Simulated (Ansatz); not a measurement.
# CHSi₂ (SMILES C1=[Si]=[Si-]1) (charge −1): what the fields show

Input file:

```
crystal:
  periodic: [false, false, false]
  atoms:
    - symbol: C
      position_ang: [0.156141, 0.097124, 0.247357]
    - symbol: Si
      position_ang: [1.801023, -0.002815, -0.463628]
    - symbol: Si
      position_ang: [0.412201, 1.835342, -0.118916]
    - symbol: H
      position_ang: [-0.601395, -0.555740, 0.676648]
basis:
  gaussian:
    orbitals: def2-TZVPD
total_charge: -1
hamiltonian:
  xc: {name: PBE0}
output: {forces: true, orbitals: {seedname: orbitals}}
```

Command:

```sh
ansatz run input.yaml --threads 2 --pin off --max-ram 4350MiB --events-out events.jsonl --progress --plain --runs-dir runs
```

Geometry: PBE0-D4/def2-TZVPD.

Theory: Ansatz 0.2.0, isolated molecule in a Gaussian basis; Kohn-Sham density functional theory, functional PBE0.

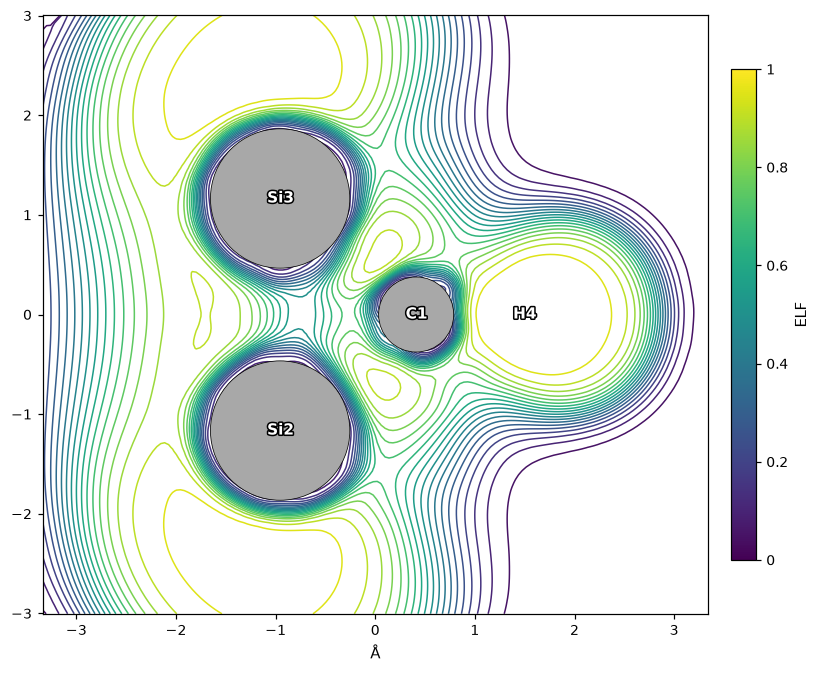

Figure 1. Electron localisation function on the molecular plane. Grey discs cover the atomic cores.

Q: What does the map show?

A:
- The plane passes through C, Si and H nuclei.
- C–Si (1.79 Å): the ELF peaks at about 0.90 between the atoms (a covalent bond).
- Si–Si (2.33 Å): the ELF peaks at about 0.60 between the atoms.
- C–H (1.09 Å): the ELF climbs to about 1 towards the hydrogen, as it does in any bond to H: an ordinary covalent bond to hydrogen.
- The ELF also peaks beside Si2 and Si3, away from the bonds: lone-pair regions.

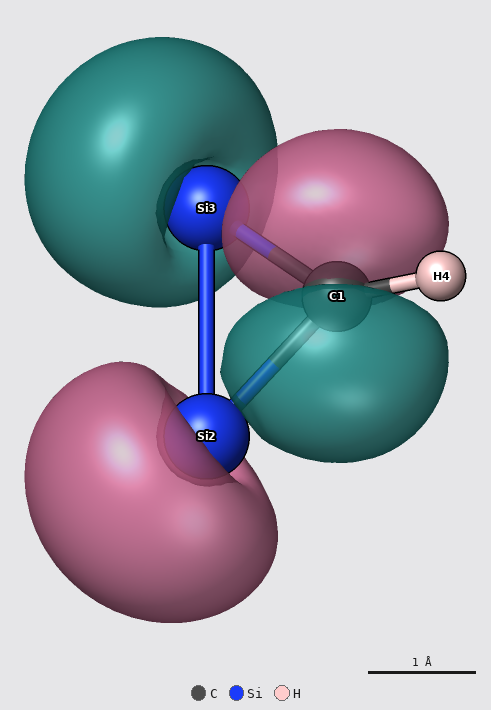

Figure 2. The HOMO−1 at ±0.1 Å⁻³ᐟ² (teal and pink are the two phases), seen at a tilt.

Q: Describe this orbital and give its energy.

A: It lies mainly on Si2 (about 35 %), Si3 (about 35 %) and C1 (about 30 %); it is symmetric in the molecular plane (an in-plane orbital: σ, lone-pair or in-plane π type). Its energy is −1.06 eV.

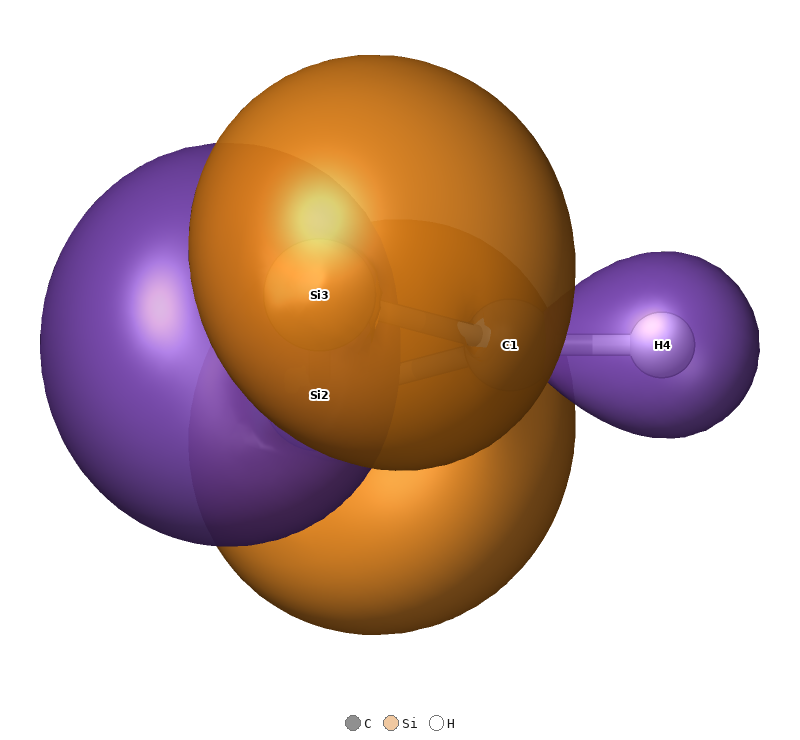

Figure 3. The HOMO at ±0.08 Å⁻³ᐟ² (orange and purple are the two phases), seen from one side.

Q: Where does this orbital lie, and at what energy?

A: Its weight (Hirshfeld) is mainly on Si2 (about 45 %), Si3 (about 45 %) and C1 (about 5 %); it is symmetric in the molecular plane (an in-plane orbital: σ, lone-pair or in-plane π type). Its energy is −0.07 eV.
